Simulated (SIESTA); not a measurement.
Band structure of Sn (I4_1/amd, 2 atoms in the cell).

```xyz
2
Lattice="-2.9150 2.9150 1.5900 2.9150 -2.9150 1.5900 2.9150 2.9150 -1.5900" Properties=species:S:1:pos:R:3 pbc="T T T"
Sn     2.9150     0.0000     0.7950
Sn     0.0000     0.0000     0.0000
```

Computed with GGA PBE, numerical atomic orbitals DZP, PseudoDojo PBE standard norm-conserving potentials (rewritten from UPF to PSML) run with SIESTA 5.4.2.

Settings: XC.functional = GGA; XC.authors = PBE; potentials = PseudoDojo PBE standard; PAO.BasisSize = DZP; PAO.EnergyShift = 0.01 Ry; MeshCutoff = 350 Ry; kgrid.MonkhorstPack = 8 8 8; OccupationFunction = MP; OccupationMPOrder = 0; ElectronicTemperature = 100 meV; MaxSCFIterations = 150; SCF.Mixer.Method = Broyden; SCF.Mixer.Weight = 0.25; SCF.Mixer.History = 8.

The starting cell has typed, rounded lattice constants, without a prior relaxation at this level. Values carry the incompleteness of an atom-centred basis.

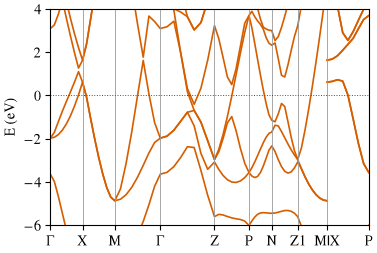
Figure. Bands along the path, energies from the Fermi level.

Levels in eV from the Fermi level, bands 11 to 16:
```json
[
 {"point": "Γ", "11": "-11.19", "12": "-3.64", "13": "-1.97", "14": "-1.97", "15": "3.10", "16": "6.54"},
 {"point": "X", "11": "-8.95", "12": "-8.95", "13": "0.62", "14": "0.62", "15": "1.63", "16": "1.63"},
 {"point": "M", "11": "-7.58", "12": "-7.58", "13": "-4.87", "14": "-4.87", "15": "5.19", "16": "5.19"},
 {"point": "Z", "11": "-6.52", "12": "-5.60", "13": "-3.08", "14": "-2.96", "15": "-2.96", "16": "3.23"},
 {"point": "P", "11": "-6.01", "12": "-6.01", "13": "-3.57", "14": "-3.57", "15": "3.70", "16": "3.70"},
 {"point": "N", "11": "-6.96", "12": "-5.45", "13": "-2.33", "14": "-1.69", "15": "-1.14", "16": "2.33"},
 {"point": "Z1", "11": "-6.52", "12": "-5.60", "13": "-3.08", "14": "-2.96", "15": "-2.96", "16": "3.23"}
]
```

Bands cross the Fermi level along this path, so the cell is metallic at this level.

Higher empty bands are left out: an atom-centred basis made for the valence describes them poorly.
